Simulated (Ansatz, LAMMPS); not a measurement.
## Electronic structure of glassy 67P2O5-33MgO (mol %) (80 atoms)

Aim: energy, forces, charges and density of states of glassy 67P2O5-33MgO (mol %) (80 atoms) at a fixed geometry.

Method: Kohn-Sham DFT, r2SCAN, PAW (set soft_2), plane waves, in Ansatz 0.2.0.

## Step 1: Set-up

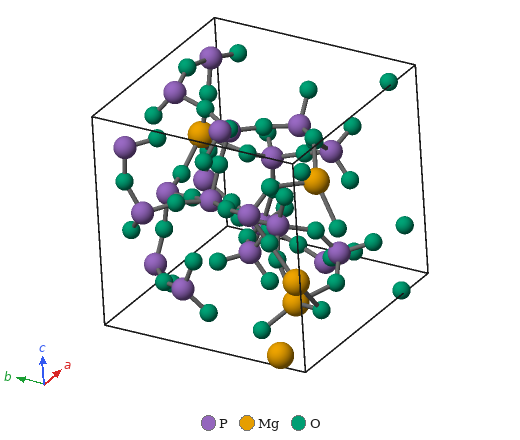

The cell as given, from a free direction (phosphorus purple, magnesium orange, oxygen teal). Bonds to atoms that aren't drawn are left out. Some periodic images of atoms are drawn too.

The cell holds 80 atoms: 20 P, 5 Mg and 55 O. Cell: a = 10.137 Å, b = 10.137 Å, c = 10.137 Å, α = 90.0°, β = 90.0°, γ = 90.0°. 80 atoms (20 P, 5 Mg, 55 O) placed at random at 2.58 g/cm³, melted at 4000 K for 10 ps at fixed volume with the Morse and Coulomb pair potential with partial charges (Pedone, Malavasi, Menziani, Cormack and Segre, J. Phys. Chem. B 110, 11780 (2006)). Quenched from 4000 K to 300 K at 25 K/ps and fixed volume, held 5 ps.

What the set-up can't give: The quench rate of 25 K/ps is orders of magnitude faster than experiment, which tends to freeze in extra defects. The starting topology of bonds comes from the classical model, and needn't be the one that DFT or experiment would give. The Brillouin zone is sampled at Γ only, in a cell whose shortest periodic width is 10 Å.

## Step 2: The classical run that made the cell

A classical potential supplies the starting structure, since it reaches far longer times than DFT.

This step: classical MD, Morse and Coulomb pair potential with partial charges (Pedone, Malavasi, Menziani, Cormack and Segre, J. Phys. Chem. B 110, 11780 (2006)) (LAMMPS 22 Jul 2025 - Update 4).

File in.lmp:

```
# melt-quench of P20Mg5O55
units metal
atom_style charge
boundary p p p
region box block 0 10.1370 0 10.1370 0 10.1370
create_box 3 box
mass 1 30.9738   # P
mass 2 24.3050   # Mg
mass 3 15.9990   # O
create_atoms 1 random 20 317138 NULL overlap 1.5 maxtry 2000
create_atoms 2 random 5 317145 NULL overlap 1.5 maxtry 2000
create_atoms 3 random 55 317152 NULL overlap 1.5 maxtry 2000
pair_style hybrid/overlay pedone 5.5 coul/long 8.0
pair_coeff * * coul/long
pair_coeff 1 3 pedone 0.831326 2.585833 1.800790 1   # P-O
pair_coeff 2 3 pedone 0.038908 2.281000 2.586153 5   # Mg-O
pair_coeff 3 3 pedone 0.042395 1.379316 3.618701 22   # O-O
set type 1 charge 3
set type 2 charge 1.2
set type 3 charge -1.2
kspace_style pppm 1.0e-4
neigh_modify delay 0 every 1 check yes
thermo_style custom step time temp pe press density
thermo_modify norm yes
timestep 0.002
thermo 100
min_style cg
minimize 1e-4 1e-4 200 2000
reset_timestep 0
velocity all create 4000 317139 mom yes dist gaussian
fix lim all nve/limit 0.05
fix lan all langevin 4000 4000 0.2 317140 zero yes
thermo 500
run 1000 post no
# [... 7 lines left out ...]
fix md all nvt temp 4000 300 0.2
run 74000 post no
unfix md
thermo 1250
fix md all nvt temp 300 300 0.2
run 2500 post no
unfix md
write_dump all custom glass.dump id type xs ys zs modify sort id
```

Launch:

```bash
> lmp -in in.lmp -log none -nocite
```

Output:

```text
LAMMPS (22 Jul 2025 - Update 4)
Created orthogonal box = (0 0 0) to (10.137 10.137 10.137)
Created 20 atoms
Created 5 atoms
Created 55 atoms
PPPM initialization ...
  G vector (1/distance) = 0.38902763
  grid = 12 12 12
  estimated relative force accuracy = 5.7354061e-05
   Step          Time           Temp          PotEng         Press         Density
         0   0              0             -4.1611286      680725.28      2.5839807
        80   0.16           0             -20.830076      7503.8014      2.5839807
Loop time of 0.0446586 s on 1 MPI rank(s) for 80 steps with 80 atoms
Minimization stats:
  Stopping criterion = energy tolerance
[... 17 lines left out ...]
[... 1 line left out ...]
Loop time of 1.70681 s on 1 MPI rank(s) for 5000 steps with 80 atoms
   Step          Time           Temp          PotEng         Press         Density
[... 11 lines left out ...]
     80000   160            313.38891     -21.007006      16799.359      2.5839807
Loop time of 24.1917 s on 1 MPI rank(s) for 74000 steps with 80 atoms
   Step          Time           Temp          PotEng         Press         Density
     80000   160            313.38891     -21.007006      16799.359      2.5839807
     81250   162.5          297.89377     -21.006518      5910.6431      2.5839807
     82500   165            279.38823     -21.002653     -7802.9773      2.5839807
Loop time of 0.752135 s on 1 MPI rank(s) for 2500 steps with 80 atoms
```

Elapsed: 27 s, on 1 thread of Arm Neoverse V2, shared host; peak memory 0.078 GiB.

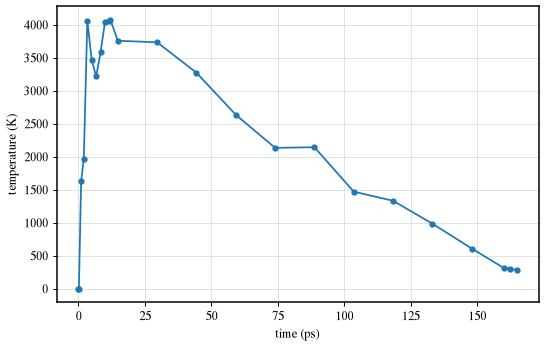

Temperature, plotted against time.

## Step 3: Plane-wave single point

One self-consistent run at the given positions yields energy and forces.

File input.yaml:

```yaml
crystal:
  lattice:
    - [10.137, 0.0, 0.0]
    - [0.0, 10.137, 0.0]
    - [0.0, 0.0, 10.137]
  atoms:
    - { symbol: P, position: [0.47375, 0.8813, 0.91748] }
    - { symbol: P, position: [0.06331, 0.81477, 0.54975] }
    - { symbol: P, position: [0.18546, 0.47745, 0.96002] }
    - { symbol: P, position: [0.62355, 0.19789, 0.23108] }
    - { symbol: P, position: [0.29242, 0.61594, 0.54516] }
    - { symbol: P, position: [0.80132, 0.38472, 0.06004] }
    - { symbol: P, position: [0.14269, 0.32957, 0.61067] }
    - { symbol: P, position: [0.304, 0.92164, 0.16554] }
    - { symbol: P, position: [0.63771, 0.36879, 0.79754] }
    - { symbol: P, position: [0.79222, 0.89617, 0.92892] }
    - { symbol: P, position: [0.08868, 0.90019, 0.83228] }
    - { symbol: P, position: [0.83754, 0.99421, 0.29976] }
    - { symbol: P, position: [0.45755, 0.39176, 0.39854] }
    - { symbol: P, position: [0.12734, 0.6761, 0.18596] }
    - { symbol: P, position: [0.85294, 0.35572, 0.57385] }
    - { symbol: P, position: [0.82907, 0.63993, 0.49044] }
    - { symbol: P, position: [0.5293, 0.58753, 0.18973] }
    - { symbol: P, position: [0.42977, 0.58939, 0.81973] }
    - { symbol: P, position: [0.40638, 0.90474, 0.46027] }
    - { symbol: P, position: [0.80976, 0.69644, 0.16756] }
    - { symbol: Mg, position: [0.11648, 0.09433, 0.35515] }
    - { symbol: Mg, position: [0.39204, 0.14126, 0.69872] }
    - { symbol: Mg, position: [0.70701, 0.91241, 0.59802] }
    - { symbol: Mg, position: [0.32232, 0.2356, 0.12721] }
    - { symbol: Mg, position: [0.01268, 0.12855, 0.04645] }
    - { symbol: O, position: [0.82382, 0.85728, 0.22987] }
    - { symbol: O, position: [0.9504, 0.07062, 0.23817] }
    - { symbol: O, position: [0.15559, 0.24314, 0.48965] }
    - { symbol: O, position: [0.73174, 0.37325, 0.92338] }
    - { symbol: O, position: [0.46159, 0.35083, 0.5436] }
    - { symbol: O, position: [0.1446, 0.62506, 0.32221] }
    - { symbol: O, position: [0.83297, 0.25651, 0.46802] }
    - { symbol: O, position: [0.23512, 0.05232, 0.17497] }
    - { symbol: O, position: [0.82736, 0.64363, 0.3398] }
    - { symbol: O, position: [0.16708, 0.5791, 0.07463] }
    - { symbol: O, position: [0.79232, 0.76676, 0.01932] }
    - { symbol: O, position: [0.99022, 0.33036, 0.63567] }
    - { symbol: O, position: [0.19518, 0.80374, 0.84825] }
    - { symbol: O, position: [0.43406, 0.97065, 0.80576] }
    - { symbol: O, position: [0.56534, 0.2719, 0.34998] }
    - { symbol: O, position: [0.74642, 0.89072, 0.78076] }
    - { symbol: O, position: [0.31991, 0.51859, 0.89745] }
    - { symbol: O, position: [0.10127, 0.90194, 0.43014] }
    - { symbol: O, position: [0.52805, 0.49514, 0.07472] }
    - { symbol: O, position: [0.81442, 0.5265, 0.1058] }
    - { symbol: O, position: [0.70842, 0.29252, 0.14872] }
    - { symbol: O, position: [0.86225, 0.49658, 0.52791] }
    - { symbol: O, position: [0.50466, 0.14552, 0.15734] }
    - { symbol: O, position: [0.4726, 0.73198, 0.87392] }
    - { symbol: O, position: [0.84103, 0.96773, 0.44567] }
    - { symbol: O, position: [0.21536, 0.34708, 0.02169] }
    - { symbol: O, position: [0.3839, 0.89484, 0.04036] }
    - { symbol: O, position: [0.37047, 0.75861, 0.4915] }
    - { symbol: O, position: [0.19258, 0.47415, 0.58345] }
    - { symbol: O, position: [0.32808, 0.00538, 0.53331] }
    - { symbol: O, position: [0.65295, 0.67653, 0.18359] }
    - { symbol: O, position: [0.93167, 0.32296, 0.06342] }
    - { symbol: O, position: [0.06599, 0.89821, 0.6808] }
    - { symbol: O, position: [0.55215, 0.92357, 0.48031] }
    - { symbol: O, position: [0.11331, 0.0308, 0.9009] }
    - { symbol: O, position: [0.95139, 0.86026, 0.88374] }
    - { symbol: O, position: [0.97485, 0.68738, 0.16949] }
    - { symbol: O, position: [0.73763, 0.36191, 0.67828] }
    - { symbol: O, position: [0.37033, 0.61296, 0.68256] }
    - { symbol: O, position: [0.70998, 0.68715, 0.55748] }
    - { symbol: O, position: [0.82367, 0.02485, 0.9965] }
    - { symbol: O, position: [0.17042, 0.71294, 0.5702] }
    - { symbol: O, position: [0.37601, 0.53014, 0.44332] }
    - { symbol: O, position: [0.3756, 0.91403, 0.3026] }
    - { symbol: O, position: [0.35655, 0.33925, 0.29511] }
    - { symbol: O, position: [0.41221, 0.67643, 0.18184] }
    - { symbol: O, position: [0.55605, 0.24785, 0.8056] }
    - { symbol: O, position: [0.55304, 0.49492, 0.80273] }
    - { symbol: O, position: [0.19568, 0.81328, 0.15609] }
    - { symbol: O, position: [0.07428, 0.49709, 0.86199] }
    - { symbol: O, position: [0.71067, 0.07888, 0.26924] }
    - { symbol: O, position: [0.94273, 0.73113, 0.53734] }
    - { symbol: O, position: [0.2275, 0.26986, 0.71898] }
    - { symbol: O, position: [0.61689, 0.90418, 0.96504] }
    - { symbol: O, position: [0.54799, 0.49556, 0.30994] }
kpoints:
  mp_grid: { grid: [1, 1, 1] }
hamiltonian:
  xc: r2scan
scf:
  occupations: { method: fixed }
output:
  forces: true
  stress: true
  populations: true
  dos:
    method: { smearing: { sigma: 0.15 } }
    de: 0.1
    projected: { site_lists: { Mg: [Mg], O: [O], P: [P] } }
  eigenvalues: true
  write_density: true
  write_potential: true
  volumetric_format: npy
```

Launch:

```bash
> ansatz run input.yaml --threads 8 --pin off --max-ram 15872MiB --backend cpu --events-out ev --progress --plain --runs-dir out
```

Output:

```text
Engine: ansatz 0.2.0, aarch64-unknown-linux-gnu
Pseudopotentials: kind: paw
Pseudopotential: P, paw, valence charge 5, recommended cutoff 500 eV (meta_gga), P.paw.azcp
Pseudopotential: Mg, paw, valence charge 10, recommended cutoff 500 eV (meta_gga), Mg.paw.azcp
Pseudopotential: O, paw, valence charge 6, recommended cutoff 500 eV (meta_gga), O.paw.azcp
[... 6 lines on functional and potentials left out ...]
Crystal: 80 atoms, lattice volume = 1041.666 Å³
Basis set: ecut = 500 eV, 26529 PW (Γ), exchange–correlation on 300×300×300 points (64 copies of the dense FFT grid, shifted against one another)
Bands: 320, of which v1, the nominal top of the filled ones, is band 240 counted from 1 (239 counted from 0)
Symmetry: 1 space group operations
Space group: P1 (ITA 1), of the structure as read, at distance tolerance 1.0e-4 Å
k-points: 1
[... 10 lines on functional and potentials left out ...]
Initial density: superposition of atomic densities (neutral atoms: chi_scale 0, normalization atom), corrected by the library's trained network
Initial wavefunctions: pseudopotential atomic-orbital guess
Functional: x = r2scan, c = r2scan; τ floored in thin density (d = 2e-4 eV/Å³)
SCF iter   1: F=—  HF=-56110.337882 eV  |F-HF|=—  |Δ(HF+E_count)|=         —  Δρ=1.11e-2  dr2=1.60e0  dr2_τ=7.82e0  ethr=1.77e-3  ⟨swp⟩=6.0  Hψ=1303  notcnv=0  defer=78
preconditioner: auto → Resta (q_TF=auto, 2.398 Å⁻¹)  ε∞=2.9  [insulator: Δε(μ)=2.890 eV  Ē_g=17.642 eV  n_scr=250 (ndim 8)  ℏωp=24.1 eV  f_vac=0.182  ε∞_Penn≈2.9]
SCF iter   2: F=—  HF=-56111.905189 eV  |F-HF|=—  |Δ(HF+E_count)|=    1.57e0  Δρ=6.17e-3  dr2=3.10e-1  dr2_τ=3.51e-2  ethr=3.34e-4  ⟨swp⟩=3.0  Hψ=580  notcnv=0  defer=78
SCF iter   3: F=—  HF=-56111.843129 eV  |F-HF|=—  |Δ(HF+E_count)|=   6.21e-2  Δρ=2.17e-3  dr2=5.80e-2  dr2_τ=7.83e-3  ethr=6.45e-5  ⟨swp⟩=3.0  Hψ=481  notcnv=0  defer=78
SCF iter   4: F=—  HF=-56111.832823 eV  |F-HF|=—  |Δ(HF+E_count)|=   1.03e-2  Δρ=8.54e-4  dr2=6.69e-3  dr2_τ=1.09e-3  ethr=1.21e-5  ⟨swp⟩=3.0  Hψ=459  notcnv=0  defer=78
SCF iter   5: F=—  HF=-56111.832264 eV  |F-HF|=—  |Δ(HF+E_count)|=   5.59e-4  Δρ=2.79e-4  dr2=9.61e-4  dr2_τ=9.35e-5  ethr=1.39e-6  ⟨swp⟩=3.0  Hψ=581  notcnv=0  defer=78
SCF iter   6: F=—  HF=-56111.832464 eV  |F-HF|=—  |Δ(HF+E_count)|=   2.00e-4  Δρ=1.27e-4  dr2=1.51e-4  dr2_τ=2.13e-5  ethr=2.00e-7  ⟨swp⟩=3.0  Hψ=551  notcnv=0  defer=78
SCF iter   7: F=—  HF=-56111.832480 eV  |F-HF|=—  |Δ(HF+E_count)|=   1.58e-5  Δρ=3.97e-5  dr2=1.53e-5  dr2_τ=2.25e-6  ethr=3.15e-8  ⟨swp⟩=3.0  Hψ=521  notcnv=0  defer=78
SCF iter   8: F=—  HF=-56111.830618 eV  |F-HF|=—  |Δ(HF+E_count)|=   1.86e-3  Δρ=1.46e-5  dr2=2.23e-6  dr2_τ=2.47e-7  ethr=3.19e-9  ⟨swp⟩=2.0  Hψ=507  notcnv=0  defer=77
SCF iter   9: F=—  HF=-56111.830619 eV  |F-HF|=—  |Δ(HF+E_count)|=   1.06e-6  Δρ=5.24e-6  dr2=2.73e-7  dr2_τ=3.34e-8  ethr=4.65e-10  ⟨swp⟩=3.0  Hψ=542  notcnv=0  defer=77
SCF iter  10: F=-56111.830619 eV  HF=-56111.830619 eV  |F-HF|=1.95e-8  |Δ(HF+E_count)|=   1.98e-7  Δρ=2.50e-6  dr2=6.03e-8  dr2_τ=7.56e-9  ethr=2.08e-11  ⟨swp⟩=28.0  Hψ=3751  notcnv=0
SCF 1 converged in 10 iterations: F = -56111.830619 eV  dr2 = 6.03e-8
  greatest PAW one-centre occupation: 1.000 electrons in one spin orbital (limit 2), on the Mg atom at site 23 (counted from 0), in its partial waves of l = 0
SCF converged after 10 iterations
Free energy (F): -56111.830619 eV
Harris-Foulkes:  -56111.830619 eV  (|F-HF|=1.95e-8)
Internal energy: -56111.830619 eV  (E = F + TS)
E sigma→0 (E₀):  -56111.830619 eV
Fermi energy:    4.202489 eV
--- Per-component energies (eV) ---
  E_band       = -4389.280537
  E_kinetic    = 11768.694578
  E_local      = -39539.680355  (includes V_loc(G=0)·N_el)
  E_nonlocal   = 3670.779372
  E_hartree    = 14545.719863
  E_xc         = -5369.463424
  E_vxc        = -7390.223461  (∫ρ·V_xc dr)
  E_paw        = -21837.174035  (= ΣΔE_a)
  E_vpaw       = -2466.182374  (= ΣTr[D̂ρ^β])
  E_aug_tail   = 0.058583  (compensation charges beyond the density's cutoff)
  E_vtau       = 475.852641  (kinetic-family band-sum trace: ∫τ·v_τ [+ j·A + Jᵃ·Aᵃ] dr)
  E_ewald      = -19347.060565
  E_core_change = -3.704634  (= ΣΔE_core)
  E_smearing   = -0.000000  (= −TS)
  E_closure    = -0.000000  (closes the sum)
  Σ components = -56111.830619   (vs F -56111.830619, Δ=0.00e0)
--- Forces (eV/Å), atoms counted from 1 ---
  atom   1  P      4.37145694     2.75828976    -1.52445333
  atom   2  P      4.04663521     4.48759639    -2.06539587
  atom   3  P     -5.17425140     0.04026084    -1.78687613
  atom   4  P     -4.05283367     0.54723019     0.65072833
  atom   5  P      1.37060930    -2.38923080    -3.41364299
  atom   6  P     -0.35471304     0.64142962     1.94752294
  atom   7  P      4.68298613    -0.70918832    -1.62621869
  atom   8  P      0.43507463    -2.65701557     2.69355255
  atom   9  P      0.55420345    -3.44725797     1.68930893
  atom  10  P      0.72913313     0.32520406    -1.79988783
  atom  11  P     -0.60762208    -0.93367029     4.00671688
  atom  12  P     -1.02143717    -2.71364607     0.31871411
  atom  13  P     -2.50744821    -1.35158440    -1.61529318
  atom  14  P     -1.42099047    -2.55357082     2.63191336
[...]
atom  79  O     -3.81648312    -0.06207729     0.89313101
  atom  80  O      1.51679357    -0.02812931     2.23881533
  max |Σ_I F_I| component: 1.86e-4 eV/Å
--- Stress (GPa, compression-positive) ---
       -2.196193      -1.755225      -1.455685
       -1.755224      -7.037485      -1.073434
       -1.455688      -1.073432      -6.971623
  P = ⅓ Tr σ = -5.4018 GPa (-54.018 kbar)
--- Band table (eV) ---
  k-point 0: bands = ["-74.5586", "-74.3036", "-74.2781", "-73.5422", [... 304 levels ...], "13.8018", "13.8737", "13.9191", "13.9808", "14.0545", "14.1435", "14.1724", "14.2561", "14.2781", "14.3969", "14.4071", "14.4546"]
--- Löwdin populations: 80 sites ---
  site symbol       q [e]
     0      P      2.6795
     1      P      2.6516
     2      P      2.7067
[...]
79      O      6.7939
  spilling = 0.016579 (of n_electrons = 480.000000)
```

Wall time 19 s (8 threads of Arm Neoverse V2, shared host); peak memory 2.7 GiB; 2.3 min of CPU time.

Reading the cycles: dr2 is the Hartree energy of the density residual (eV), the measure of convergence; HF is the Harris–Foulkes estimate of the energy, which meets the free energy F at convergence.

Numbers from this run:

```yaml
free_energy: -56111.8306 eV
free_energy_per_atom: -701.3979 eV/atom
scf_cycles: 10
pressure: -5.402 GPa
r_m_s_force_component: 1.604 eV/Å
longest_force: 6.386 eV/Å
fermi_energy: 4.202 eV
spacing_of_highest_filled_and_lowest_empty_level: 2.17 eV
spilling_of_the_projection: 0.01658
```

Neighbours are counted within 2.11 Å (O-P), 2.52 Å (O-Mg).

Length of the force by element and coordination:

```csv
element,coordination,atoms,mean length of the force (eV/Å),spread,least,most
Mg,all,5,1.93,0.719,1.02,3.02
O,all,55,1.87,1.22,0.104,5.72
O,1,7,1.74,0.636,1.16,3.11
O,2,46,1.88,1.31,0.104,5.72
O,3,2,2.16,0.115,2.05,2.28
P,all,20,3.80,1.30,1.78,6.39
P,4,16,4.03,1.25,1.78,6.39
P,5,3,3.21,0.988,1.97,4.39
P,6,1,1.82,0,1.82,1.82
```

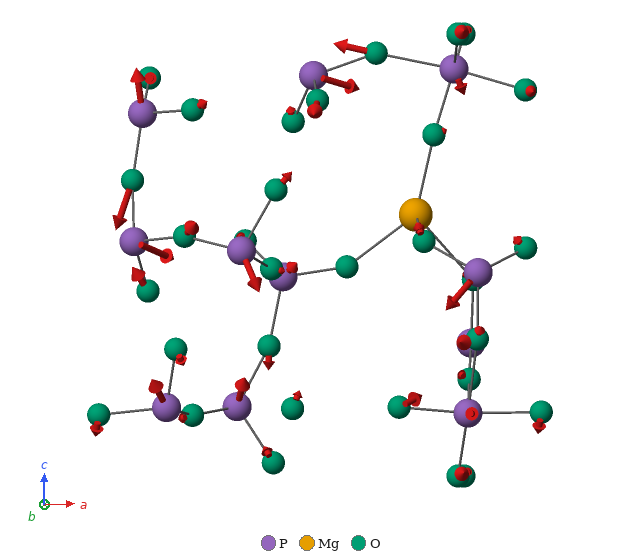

Forces as arrows; the longest in the cell is 6.39 eV/Å. Drawn is a slice 5 Å thick, seen along the normal of the ac plane. Bonds to atoms that aren't drawn are left out.

Löwdin charges by element and coordination (they lack the spilled electrons, 0.099 e an atom on average):

```csv
element,coordination,atoms,mean charge (e),spread,least,most
Mg,all,5,1.66,0.0084,1.65,1.67
O,all,55,-0.845,0.104,-1.04,-0.71
O,1,7,-0.899,0.0586,-0.983,-0.815
O,2,46,-0.829,0.103,-1.04,-0.71
O,3,2,-1.01,0.0142,-1.02,-0.994
P,all,20,2.31,0.0435,2.23,2.39
P,4,16,2.32,0.0358,2.27,2.39
P,5,3,2.25,0.0148,2.23,2.27
P,6,1,2.24,0,2.24,2.24
```

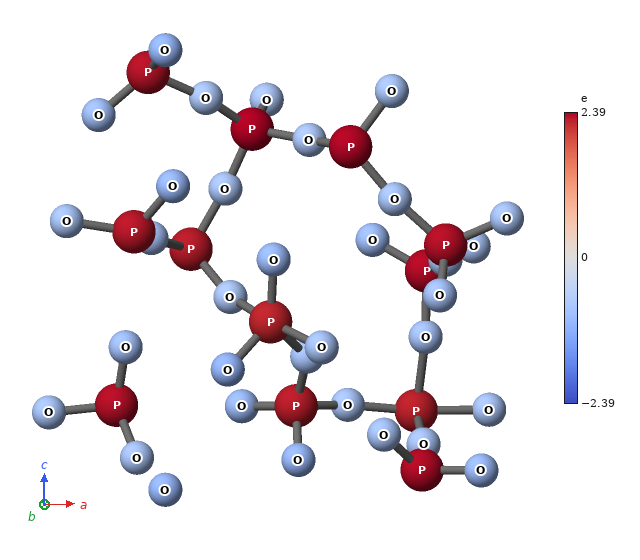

Atoms coloured by Löwdin charge. Drawn is a slice 5 Å thick, seen along the normal of the ac plane. Bonds to atoms that aren't drawn are left out.

Density of states as counts of states in windows of 1 eV (from the Fermi level), total and the larger projections:

```
from (eV)  to (eV)  total   O p  P p  O s
      -10       -9    8.4   5.8  1.4  0.7
       -9       -8   15.1  11.4  1.7  1.3
       -8       -7   30.2  24.4  2.5  2.0
       -7       -6   32.8  27.8  2.0  1.8
       -6       -5   38.1  33.4  1.8  1.6
       -5       -4   35.1  31.2  1.5  1.2
       -4       -3   44.9  41.4  1.5  0.9
       -3       -2   32.5  30.7  0.8  0.3
       -2       -1   31.5  29.9  0.7  0.2
       -1        0   13.2  12.7  0.1  0.1
        0        1    0.7   0.7  0.0  0.0
        1        2    0.2   0.0  0.0  0.1
        2        3    2.5   0.3  0.3  0.6
        3        4    5.8   0.9  0.9  1.0
        4        5    9.6   1.2  2.5  1.3
```

With fixed occupations the program's Fermi level is the highest filled level; weight inside the gap is the broadening of levels at its edges.

Between -26 and -10 eV lie 153 more states.

The stored curve holds about 435 of the 480 electrons; the rest, give or take the few that broadening carries across the Fermi level, lie in deeper levels below its range.

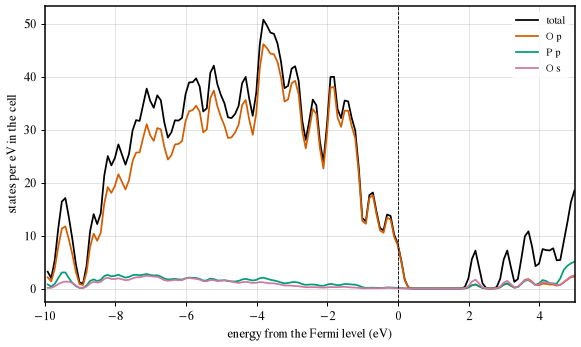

Total and projected density of states, with the broadening of the input.

The levels nearest the highest filled one (over half full), pooled over k-points and spins:

| level less the highest filled one (eV) | occupation |
| --- | --- |
| -0.771 | 2 |
| -0.679 | 2 |
| -0.521 | 2 |
| -0.300 | 2 |
| -0.227 | 2 |
| 0 | 2 |
| 2.17 | 0 |
| 3.07 | 0 |
| 3.58 | 0 |
| 3.75 | 0 |
| 4.11 | 0 |
| 4.38 | 0 |

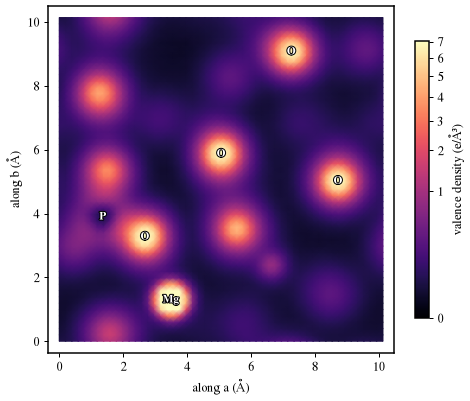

Valence density in the ab plane at fractional z = 0.060, with atoms of P and Mg and O within 0.2 Å of it. It is the smooth field of the valence electrons, not physical close to the nuclei. The map starts off the cell's origin, so that atoms lie inside it. The colour scale is stretched toward low values.

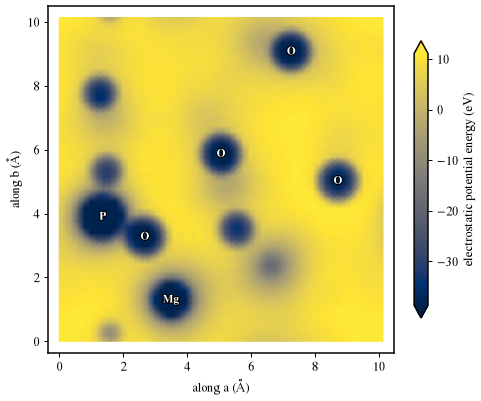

Electrostatic potential energy in the ab plane at fractional z = 0.060, with atoms of P and Mg and O within 0.2 Å of it. With pseudopotentials it is smooth inside the atoms' cores, unlike the true potential. The map starts off the cell's origin, so that atoms lie inside it.

Mean Löwdin charges: Mg +1.66, O -0.84, P +2.31 e (they miss 1.7 % of the electrons, so they add up to more than the cell's charge).

(Part 1 of 2 ends here.)

[Logs are printed without paths, hosts, clocks, repeated set-up lines and the standing remarks that a program may print on its own settings, such as how far it seeks lower states.]

[Hosts, paths, dates, database ids (printed as entryN), source tags and the programs' standing remarks are cut or masked in the printed files.]
